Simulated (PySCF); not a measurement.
## Electronic structure of C7H9B (SMILES C=C=CBCC#CC) in real space

Input file:

```
{"job": {"kind": "uv", "xc": "CAM-B3LYP", "basis": "def2-SVPD", "nstates": 8, "ntriplets": 3}, "charge": 0, "multiplicity": 1}
C      3.588947     1.525304    -0.425328
C      2.436427     0.963965    -0.268016
C      1.291400     0.355232    -0.096069
B      1.178592    -1.146593     0.203353
C     -0.233908    -1.824407     0.440771
C     -1.383289    -0.942931     0.378837
C     -2.313599    -0.188803     0.323098
C     -3.449955     0.708775     0.258106
H      4.055857     1.603890    -1.393597
H      4.132544     1.945838     0.405145
H      0.388541     0.954107    -0.165306
H      2.141398    -1.814420     0.257798
H     -0.370718    -2.625289    -0.296344
H     -0.234332    -2.326615     1.415971
H     -3.133607     1.693943    -0.086954
H     -4.198017     0.318581    -0.432778
H     -3.903279     0.811454     1.244519
```

Run with:

```sh
OMP_NUM_THREADS=1 python probes_run.py task.json out
```

Geometry: GFN2-xTB.

All numbers below come from CAM-B3LYP/def2-SVPD, SCF density, gas phase (PySCF 2.14.0).

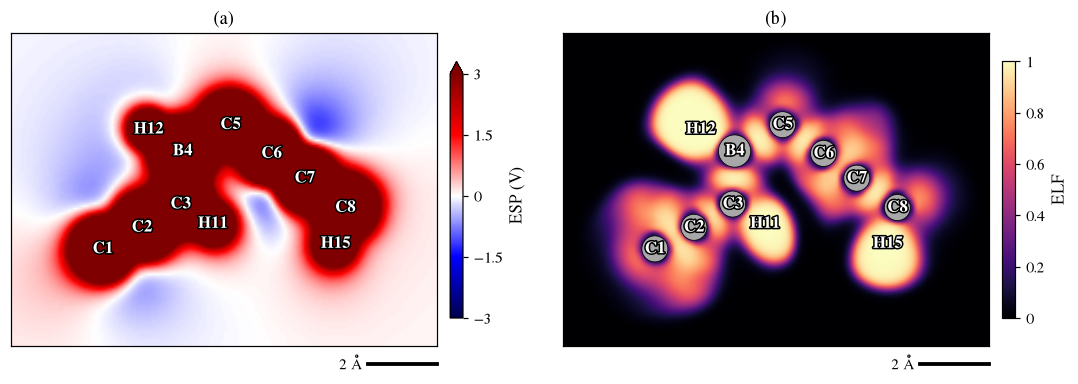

Figure 1. (a) molecular electrostatic potential; (b) electron localisation function on the plane of atoms C5, B4 and H12. Grey discs cover the atomic cores in the ELF map.

Interpret the plot.

The plane passes through C, B and H nuclei. C–C (1.20 Å): the ELF peaks at about 0.80 between the atoms (a short, multiple covalent bond). C–B (1.54 Å): the ELF peaks at about 1 between the atoms; localised, covalent bonding. C–H (1.09 Å): the ELF climbs to about 1 towards the hydrogen, as it does in any bond to H: a covalent bond by its length. C–C (1.29 Å): the ELF peaks at about 0.90 between the atoms; a short, multiple covalent bond. C–B (1.58 Å): the ELF peaks at about 1 between the atoms; a covalent bond. Outside the dense part of the molecule the potential is most negative (−1.1 V) near C7.

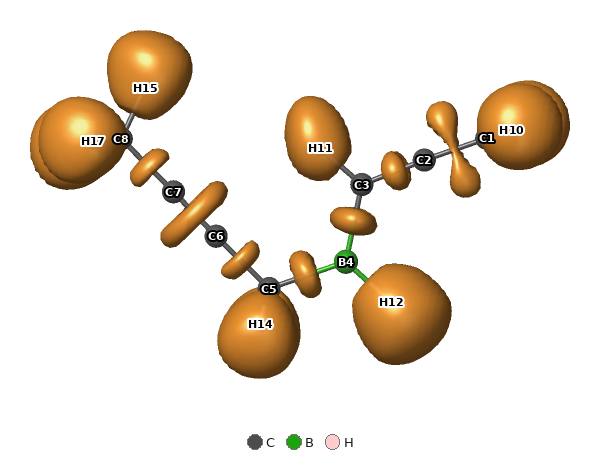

Figure 2. Isosurface of the electron localisation function at 0.85 (orange), seen across its widest extent. Core shells and regions of very low density are left out.

Identify the bonds, lone pairs and shells in this picture.

The surface consists of two regions between bonded B–C atoms (shared pairs), five regions between bonded C–C atoms (shared pairs) and nine regions around hydrogen nuclei.

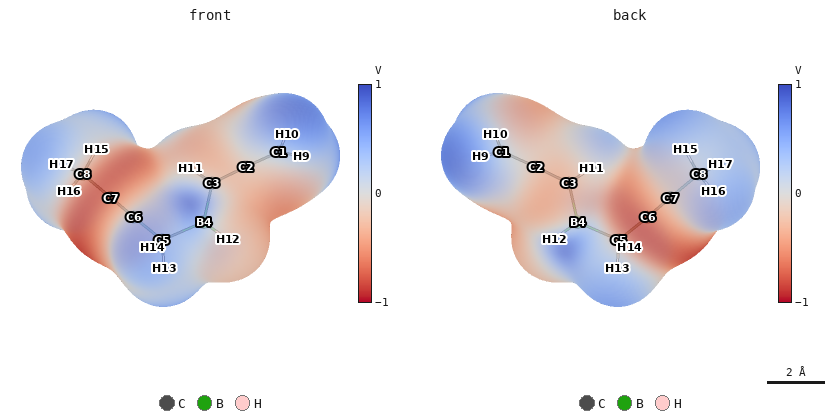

Figure 3. The electrostatic potential painted on the density surface at 0.001 e/bohr³, seen from the front and from behind; the colour scale runs from red (negative) to blue (positive).

Where is the surface potential most negative and most positive?

The most negative region (about −0.8 V) lies over C6 and C7, the most positive (about +0.8 V) over H9 and H10.
